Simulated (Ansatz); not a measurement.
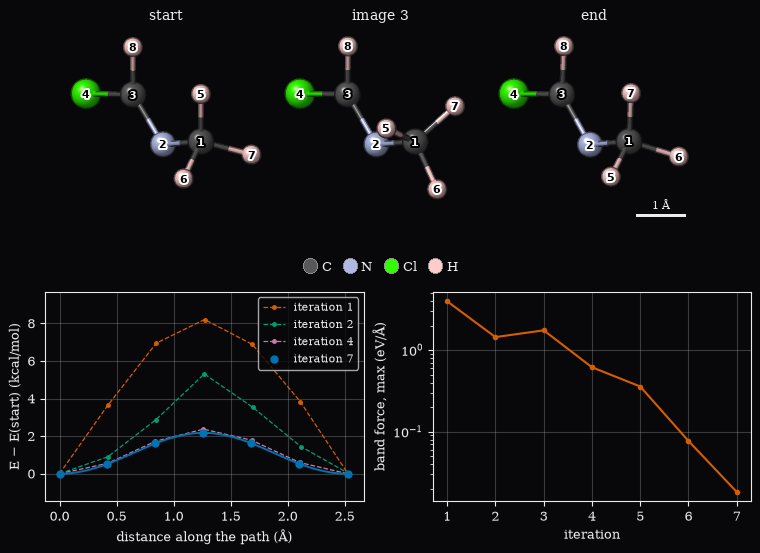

NEB run on C$_{2}$H$_{4}$ClN. Images are numbered from 0 (start) to 6 (end). The plot follows the band through its iterations. A ball-and-stick model, seen from a free direction.

These are results of RKS PBE-D4/def2-SVP in Ansatz, not measurements. Set-up: 5 movable images; climbing image; force threshold 0.03 eV/Å; iteration limit 60; starting path through a guess of the saddle point.

**How did the profile develop, and is the result final?**

The result is final at these settings. The band converged in 7 iterations. The largest component of the band force went from 4 to 0.018 eV/Å. The climbing image converged on the top of the path. Its vibrational analysis gives one imaginary mode (230i cm⁻¹), as a transition state must have. The first iteration put the highest image at 8.21 kcal/mol. The two ends have the same energy, and the highest point, image 3, lies 2.18 kcal/mol above the start.
